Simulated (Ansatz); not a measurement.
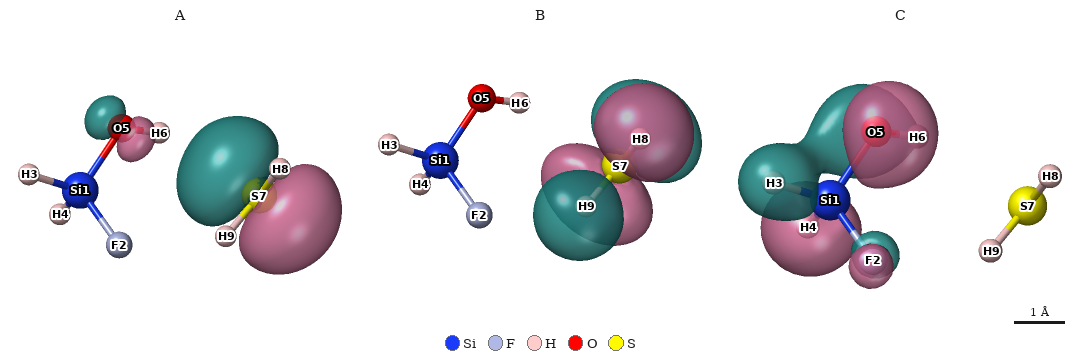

FH3OSi···H2S. Three frontier orbitals at ±0.1 Å⁻³ᐟ² (teal and pink are the two phases), in no order.

These are results of RKS BLYP/6-31G* in Ansatz, not measurements.

Input

```
crystal:
  periodic: [false, false, false]
  atoms:
    - { symbol: Si, position_ang: [-0.100916, 0.051715, 0.009715] }
    - { symbol: F, position_ang: [0.004799, 0.210687, 1.612018] }
    - { symbol: H, position_ang: [1.230595, 0.062585, -0.63425] }
    - { symbol: H, position_ang: [-0.940321, 1.213181, -0.425648] }
    - { symbol: O, position_ang: [-0.870659, -1.374424, -0.414746] }
    - { symbol: H, position_ang: [-1.847246, -1.339604, -0.330603] }
    - { symbol: S, position_ang: [1.821737, -2.402344, 1.306097] }
    - { symbol: H, position_ang: [0.7151, -2.897927, 0.690187] }
    - { symbol: H, position_ang: [1.062111, -1.56517, 2.102231] }
basis:
  gaussian: { orbitals: "6-31G*" }
hamiltonian:
  xc: blyp
relax:
  f_tol: 0.03
  max_steps: 50
output:
  orbitals: {}
```

Command:

```sh
ansatz run input.yaml --threads 1 --pin off --max-ram 2048MiB --backend cpu --events-out ev --progress --plain --runs-dir out
```

The fields are those of the run's last geometry, not of the input's.

Q: Which picture is the HOMO−1, the HOMO and the LUMO?

A: C is the HOMO−1 (−7.16 eV). By Hirshfeld shares it lies mainly on O5 (about 60 %), Si1 (about 15 %) and H4 (about 15 %). A is the HOMO (−6.43 eV). It lies mainly on S7 (about 85 %); largely a lone pair of S7. B is the LUMO (−0.55 eV). By Hirshfeld shares it lies mainly on S7 (about 60 %), H8 (about 20 %) and H9 (about 15 %).

Q: What is the HOMO–LUMO gap?

A: 5.88 eV between the orbital energies.
